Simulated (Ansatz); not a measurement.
# C3H5F3 (SMILES CC(F)C(F)F): BLYP-D4/IGLO-II (accuracy low)

Aim: the energy change on altering one bond length of C3H5F3 at BLYP-D4/IGLO-II (accuracy low), from 2 runs. 

Program for the calculation: Ansatz 0.2.0.

2 further runs of the same task are left out: 1 that didn't finish, 1 set aside as unsound or not needed.

## 1. The system as given

The species is C3H5F3 (11 atoms), meant as a singlet with charge 0. SMILES: `CC(F)C(F)F`. The coordinates come from a PBE0-D4/def2-TZVP relaxation. This is one conformer, not always the lowest.

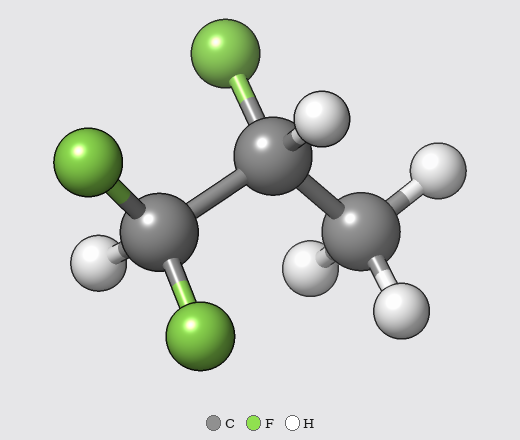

Viewed from a chosen angle; carbon grey, fluorine green, hydrogen white.

## 2. A single-point energy at BLYP-D4/IGLO-II (accuracy low)

File in.yaml:

```yaml
crystal:
  periodic: [false, false, false]
  atoms:
    - {symbol: C, position_ang: [0.178400, -0.886500, 0.940600]}
    - {symbol: C, position_ang: [0.545100, 0.171400, -0.064600]}
    - {symbol: F, position_ang: [1.407700, -0.360300, -1.005800]}
    - {symbol: C, position_ang: [-0.653700, 0.700500, -0.826300]}
    - {symbol: F, position_ang: [-0.276800, 1.702500, -1.650000]}
    - {symbol: F, position_ang: [-1.553500, 1.208100, 0.053200]}
    - {symbol: H, position_ang: [1.081900, -1.265000, 1.419700]}
    - {symbol: H, position_ang: [-0.332200, -1.720900, 0.454500]}
    - {symbol: H, position_ang: [-0.476800, -0.471100, 1.707100]}
    - {symbol: H, position_ang: [1.049600, 1.022300, 0.406100]}
    - {symbol: H, position_ang: [-1.144400, -0.073800, -1.426300]}
basis:
  gaussian:
    orbitals: IGLO-II.json
hamiltonian:
  xc: {name: BLYP}
  dispersion: d4
  pseudopotentials: {relativity: none}
accuracy: low
output: {orbitals: {seedname: orbitals}}
total_charge: 0
```

The basis set IGLO-II is read from a file made from the Basis Set Exchange's data (not shown).

The run is started by

```sh
$ ansatz run in.yaml --threads 1 --pin off --max-ram 2610MiB --events-out events.jsonl --progress --plain --runs-dir runs
```

The log of the run:

```text
Warning: RAYON_NUM_THREADS=1 ignored (pool sized by the plan → 1); use --threads N
Functional definition: BLYP
  name "BLYP"
  parameter beta = 0.0042
  parameter a = 0.04918
  parameter b = 0.132
  parameter c = 0.2533
  parameter d = 0.349
  exchange = b88_x(beta = beta)
  correlation = lyp_c(a = a, b = b, c = c, d = d)
1222 factors; their error is unknown
mean field evaluation 1: about -11335.6810 eV, gradient 6.6e1 eV
mean field evaluation 2: about -11327.3841 eV, gradient 8.5e1 eV
mean field evaluation 4: about -11344.4564 eV, gradient 5.7e0 eV
mean field evaluation 8: about -11344.4681 eV, gradient 2.6e-1 eV
mean field evaluation 16: about -11344.4682 eV, gradient 1.2e-4 eV
mean field -11344.46820481 eV, -416.9015169701 hartree, gradient 2.0e-5 eV, S^2 0.000000; 0 other end points of the search recorded, 0 dependent functions left out
reference -11344.46851989 eV, -416.9015285492 hartree; 25, 25 occupied and 137, 137 virtual orbitals, 1222 factors
Total energy: -11344.86838618 eV, -416.9162233642 hartree
```

Run time: 5.1 s. Hardware: 1 thread of AMD EPYC 7R43 (Zen 3), shared host; peak memory 0.19 GiB.

## 3. The distorted shape, same level

File in.yaml:

```yaml
crystal:
  periodic: [false, false, false]
  atoms:
    - {symbol: C, position_ang: [0.140719, -0.986677, 1.022951]}
    - {symbol: C, position_ang: [0.507419, 0.071223, 0.017751]}
    - {symbol: F, position_ang: [1.370019, -0.460477, -0.923449]}
    - {symbol: C, position_ang: [-0.691381, 0.600323, -0.743949]}
    - {symbol: F, position_ang: [-0.276800, 1.702500, -1.650000]}
    - {symbol: F, position_ang: [-1.591181, 1.107923, 0.135551]}
    - {symbol: H, position_ang: [1.044219, -1.365177, 1.502051]}
    - {symbol: H, position_ang: [-0.369881, -1.821077, 0.536851]}
    - {symbol: H, position_ang: [-0.514481, -0.571277, 1.789451]}
    - {symbol: H, position_ang: [1.011919, 0.922123, 0.488451]}
    - {symbol: H, position_ang: [-1.182081, -0.173977, -1.343949]}
basis:
  gaussian:
    orbitals: IGLO-II.json
hamiltonian:
  xc: {name: BLYP}
  dispersion: d4
  pseudopotentials: {relativity: none}
accuracy: low
output: {orbitals: {seedname: orbitals}}
total_charge: 0
```

The basis set IGLO-II is read from a file made from the Basis Set Exchange's data (not shown).

The run is started by

```sh
$ ansatz run in.yaml --threads 1 --pin off --max-ram 2610MiB --events-out events.jsonl --progress --plain --runs-dir runs
```

The log of the run:

```text
Warning: RAYON_NUM_THREADS=1 ignored (pool sized by the plan → 1); use --threads N
Functional definition: BLYP
  name "BLYP"
  parameter beta = 0.0042
  parameter a = 0.04918
  parameter b = 0.132
  parameter c = 0.2533
  parameter d = 0.349
  exchange = b88_x(beta = beta)
  correlation = lyp_c(a = a, b = b, c = c, d = d)
1222 factors; their error is unknown
mean field evaluation 1: about -11335.7585 eV, gradient 6.6e1 eV
mean field evaluation 2: about -11327.4934 eV, gradient 8.5e1 eV
mean field evaluation 4: about -11344.3454 eV, gradient 5.9e0 eV
mean field evaluation 8: about -11344.3999 eV, gradient 1.9e-1 eV
mean field evaluation 16: about -11344.3679 eV, gradient 2.8e-4 eV
mean field -11344.36788608 eV, -416.8978303248 hartree, gradient 1.7e-5 eV, S^2 0.000000; 0 other end points of the search recorded, 0 dependent functions left out
reference -11344.36820160 eV, -416.8978419198 hartree; 25, 25 occupied and 137, 137 virtual orbitals, 1222 factors
Total energy: -11344.76549574 eV, -416.9124422102 hartree
```

Run time: 5.1 s. Hardware: 1 thread of AMD EPYC 7R43 (Zen 3), shared host; peak memory 0.19 GiB.

## 4. What came out

At BLYP-D4/IGLO-II (accuracy low):

```
                                                         quantity          value
                                        first shape: total energy  -416.91622 Eh
                                         first shape: HOMO energy       -7.66 eV
                                         first shape: LUMO energy        0.66 eV
                                       first shape: HOMO–LUMO gap        8.32 eV
                                   first shape: dispersion energy  -38.58 kJ/mol
                                    distorted shape: total energy  -416.91244 Eh
                                     distorted shape: HOMO energy       -7.84 eV
                                     distorted shape: LUMO energy        0.15 eV
                                   distorted shape: HOMO–LUMO gap        7.98 eV
                               distorted shape: dispersion energy  -38.33 kJ/mol
energy change with the C4–F5 bond stretched from 1.351 to 1.486 Å       0.103 eV
```

What this shows: With the C4–F5 bond stretched from 1.351 to 1.486 Å the energy rises by 0.10 eV (2.4 kcal/mol). The first shape isn't relaxed at this level, so the change isn't measured from a minimum. The accuracy setting (first shape) is loose, so the last digits carry no meaning. The accuracy setting (distorted shape) is loose, so the last digits carry no meaning.
